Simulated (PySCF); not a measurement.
SMILES [NH2][Cd][NH2] (H4CdN2), B3LYP/def2-SVP optimised geometry. Atoms within 1.6 Å of the plane z = 0.0 Å (x, y, z in Å): Cd1 (0.05, 0.16, 0.00), N2 (2.06, 0.16, 0.00), H3 (2.48, 0.41, -0.90), H4 (2.47, -0.73, 0.27), N5 (-1.95, 0.43, 0.00), H6 (-2.33, 0.73, 0.90), H7 (-2.48, -0.40, -0.28).

Method: B3LYP/def2-TZVP, def2 effective core potentials past Kr run with PySCF. The core electrons that the potentials of Cd replace are not part of the density. Cells within 0.4 Å of a nucleus heavier than hydrogen are left out (blank, or x).

Map of the LUMO amplitude (bohr^(-3/2)) on the plane z = 0.0 Å; orbital energy -0.98 eV, overall sign arbitrary:

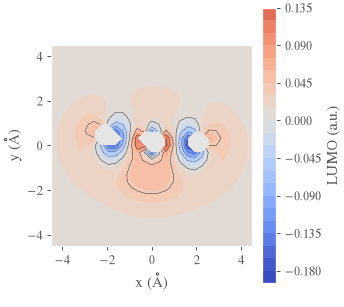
*LUMO amplitude (bohr^(-3/2)) on the plane z = 0.0 Å.*
